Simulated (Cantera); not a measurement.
Input: 1 mol Si, 1.3 mol HCl, 4.9 mol H₂, equilibrated at 0.140 bar.

Cantera equilibrium calculation (NASA polynomials, part measured and part estimated; ideal gas, pure solids and liquids). Candidate condensed phases: Si; 19 gas species. The tables' values for SiCl₃ are old estimates; treat these amounts as uncertain. Kinetics and transport are ignored.

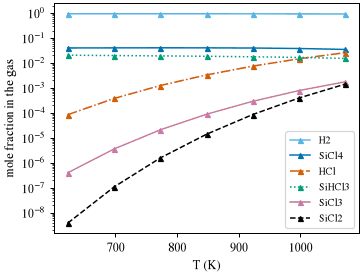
*Equilibrium gas composition (values under 1e-9 drawn at 1e-9)*

From 623 K to 1073 K the condensed part is Si(s). The main Si-bearing gas is SiCl₄ throughout. The share of Si in condensed phases is highest at 1073 K (68.2 %) and lowest at 623 K (64.4 %).
